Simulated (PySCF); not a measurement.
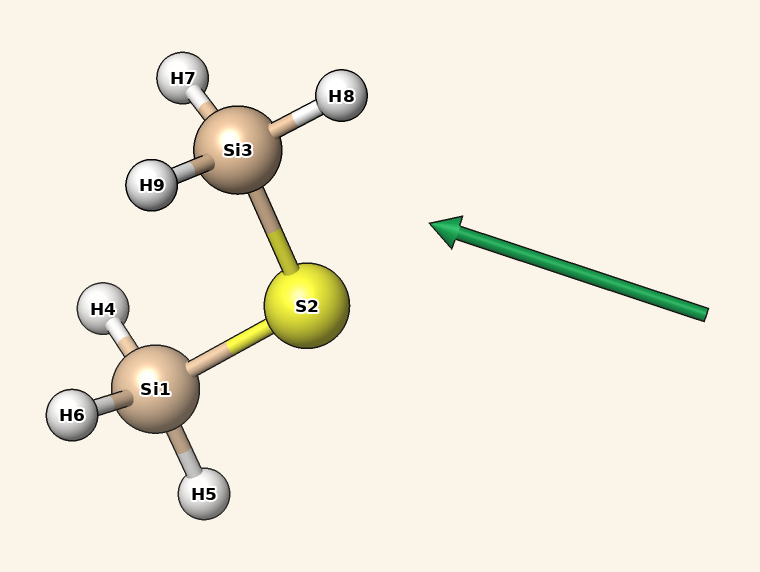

The arrow beside the molecule shows the direction of the dipole moment, from the negative to the positive end (its length means nothing). The geometry was computed by an optimisation with GFN2-xTB. No frequency run is at hand to confirm it as a minimum. Properties computed with PBE0/pcSseg-1, gas phase (PySCF 2.14.0).

Q: Estimate the dipole moment.

A: 1.66 D; it points from the side of S2 to the side of H4, H6, H7, H9 (the outermost atoms at the two ends).

The geometry is semi-empirical. Around Si such bond lengths and angles can be off by a tenth of an ångström or more and by several degrees, and values that hang on the shape move with them.
